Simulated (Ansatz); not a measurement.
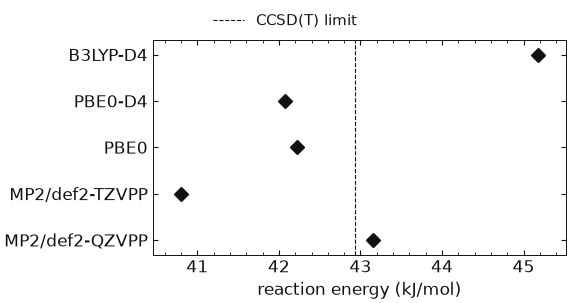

Electronic reaction energy of InBrF₂ ([F][In]([F])[Br]) + MgSiH₃OCl ([SiH3][O][Mg][Cl]) → InSiH₃OF₂ ([F][In]([F])[O][SiH3]) + MgBrCl ([Cl][Mg][Br]) (SMILES in brackets) at several levels (functionals in def2-TZVPP unless a basis is named), isolated molecules at PBE0-D4 triple-zeta geometries, minima by their frequencies, no zero-point or thermal terms, the Ansatz code. The line is frozen-core CCSD(T) at the basis limit (MP2 extrapolated from triple and quadruple zeta, plus CCSD(T) less MP2 in a smaller set). No dispersion term is added to PBE0. The distance of MP2/def2-TZVPP and MP2/def2-QZVPP to the limit includes basis error. Core potentials past Kr.

Which level comes closest to the line (CCSD(T) limit), and which misses most?

Closest MP2/def2-QZVPP (43.2 kJ/mol), against 42.9 kJ/mol; farthest B3LYP-D4 (45.2 kJ/mol).

What do zero-point energy and temperature add?

Zero-point change 0.1 kJ/mol; at 298.15 K and 1 bar the CCSD(T) limit plus thermal terms gives an enthalpy of reaction of 44.0 and a free energy of 40.3 kJ/mol (harmonic PBE0-D4 modes, ideal gas).

Note: no scalar relativity up to krypton; outer-core shells are correlated without core-valence functions, which makes the correlated values less sure; spin-orbit coupling is left out, and with In it can shift these values; one conformer of each flexible molecule.
